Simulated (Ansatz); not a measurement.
**C3H4 (charge −1): single-point calculation**

System: C3H4, charge −1, multiplicity 2.
Method: UKS PBE-D4/def2-TZVPD (Ansatz 0.2.0).

The geometry comes from this level: B3LYP-D4/def2-TZVPD. Figures and captions count atoms from 1; the log counts them from 0 in places.

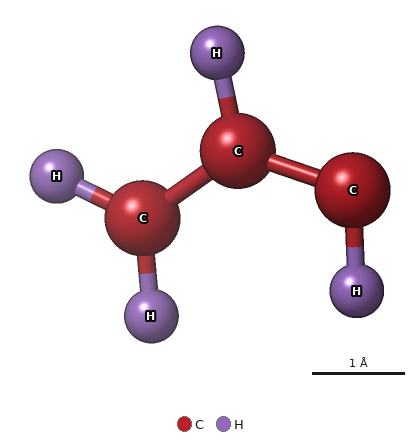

The structure as given in the input (ball-and-stick view, seen at a tilt).

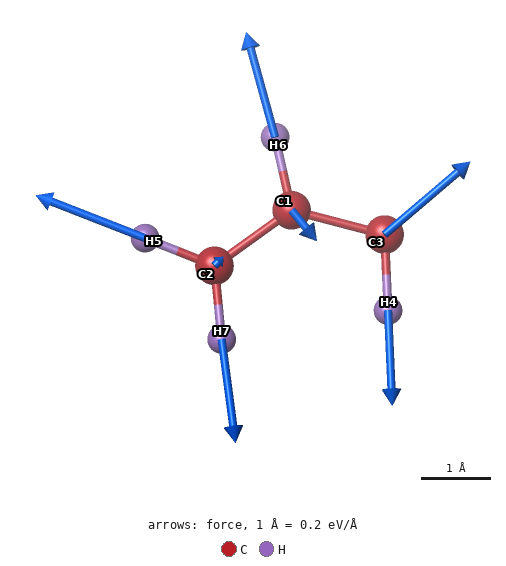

Forces on the atoms as blue arrows (ball-and-stick view, seen on its broad side; atoms are numbered from 1 in the order of the input). The largest act on H5 (0.34 eV/Å); C3 (0.33 eV/Å); H6 (0.32 eV/Å); H7 (0.31 eV/Å), among others. The geometry is not a stationary point of this energy.

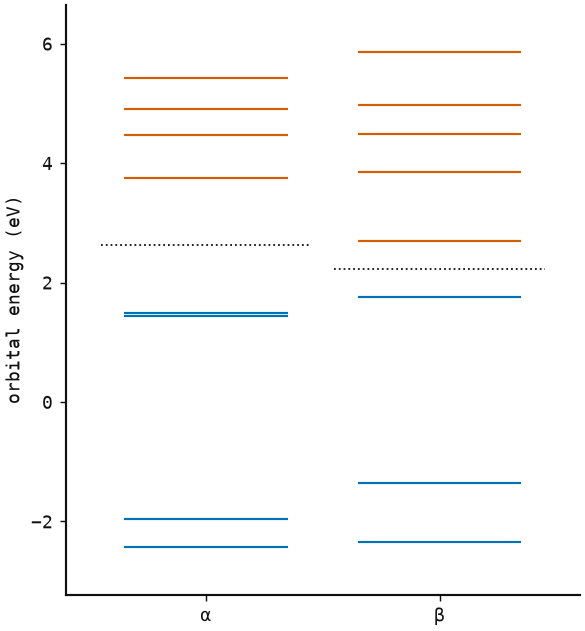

Orbital energies near the frontier for α and β spins; the dotted line parts filled from empty levels, and levels within 0.02 eV of each other stand side by side. α: highest filled 1.49 eV, lowest empty 3.76 eV, 2.27 eV apart; β: highest filled 1.75 eV, lowest empty 2.70 eV, 0.95 eV apart.

The input that produced these results follows, with the program's output.

**Input**
```yaml
crystal:
  periodic: [false, false, false]
  atoms:
    - {symbol: C, position_ang: [-0.511473, 0.328777, 0.057425]}
    - {symbol: C, position_ang: [0.131490, -0.888950, -0.172844]}
    - {symbol: C, position_ang: [0.040430, 1.592477, 0.313407]}
    - {symbol: H, position_ang: [1.151493, 1.472428, 0.302913]}
    - {symbol: H, position_ang: [-0.419089, -1.811177, -0.358982]}
    - {symbol: H, position_ang: [-1.609882, 0.257317, 0.029101]}
    - {symbol: H, position_ang: [1.217031, -0.950872, -0.171021]}
basis:
  gaussian: {orbitals: def2-TZVPD, initial_orbitals: start.molden}
total_charge: -1
magnetization: {spin_polarized: true, initial_magnetization: 1}
hamiltonian: {xc: pbe, dispersion: d4}
scf: {omitted_lower_state_checks: [starts]}
output: {forces: true, orbitals: {seedname: orbitals}}
```

Launch command:
```bash
ansatz run in.yaml --threads 4 --pin off --events-out ev --progress --plain --max-ram 3916MiB
```

**Log**
```
Functional definition: PBE
  name "PBE"
  cite "Perdew, Burke & Ernzerhof, Phys. Rev. Lett. 77, 3865 (1996) doi:10.1103/PhysRevLett.77.3865"
  parent pbe
  parameter kappa = 0.804
  parameter beta = 0.06672455060314922
  exchange = pbe_x(kappa = kappa, mu = beta*pi^2/3)
  correlation = pbe_c(beta = beta)
these checks for a lower state are left out or cut short: starts
726 factors; their error is unknown
mean field evaluation 1: about -3169.6325 eV, gradient 4.6e0 eV
mean field evaluation 2: about -3169.7037 eV, gradient 1.1e-1 eV
mean field evaluation 4: about -3169.6718 eV, gradient 2.2e-3 eV
mean field evaluation 8: about -3169.6718 eV, gradient 7.9e-5 eV
mean field -3169.67183807 eV, -116.4832915682 hartree, gradient 1.3e-5 eV, S^2 0.760640; 0 other end points of the search recorded, 0 dependent functions left out
the calculation of the forces begins
reference -3169.67188447 eV, -116.4832932737 hartree; 12, 11 occupied and 135, 136 virtual orbitals, 726 factors
Total energy: -3169.78998230 eV, -116.4876332886 hartree
Atom 0 at    -0.511473     0.328777     0.057425 Å, force     0.101142     0.058774     0.011772 eV/Å
Atom 1 at     0.131490    -0.888950    -0.172844 Å, force    -0.022924     0.030056     0.005899 eV/Å
Atom 2 at     0.040430     1.592477     0.313407 Å, force    -0.176090     0.276100     0.053049 eV/Å
Atom 3 at     1.151493     1.472428     0.302913 Å, force     0.279723    -0.030571    -0.003177 eV/Å
Atom 4 at    -0.419089    -1.811177    -0.358982 Å, force    -0.171321    -0.291952    -0.059256 eV/Å
Atom 5 at    -1.609882     0.257317     0.029101 Å, force    -0.318537    -0.035354    -0.010924 eV/Å
Atom 6 at     1.217031    -0.950872    -0.171021 Å, force     0.308006    -0.007052     0.002637 eV/Å
Dipole moment:     0.057982    -0.927334    -0.182039 e Å
Checks for a lower state left out: starts
```

**Results in brief**

| quantity | value |
| --- | --- |
| outcome | converged |
| total energy | −3169.7900 eV |
| mean-field energy | −3169.6719 eV |
| dispersion energy | −0.1181 eV |
| ⟨S²⟩ | 0.761 |
| SCF solution under orbital rotations | stable |
| HOMO (either spin) | 1.75 eV |
| LUMO (either spin) | 2.70 eV |
| largest force (length of the vector) | 0.344 eV/Å |
| hardware | 4 threads of Arm Neoverse V2, 95 GiB of memory available, shared host |
| wall time | 1.6 s (CPU time 5.5 s) |
| peak memory | 0.22 GiB |

The highest filled orbital lies above zero: either the extra electron isn't bound at this level, or the self-interaction error of the functional lifts the level.
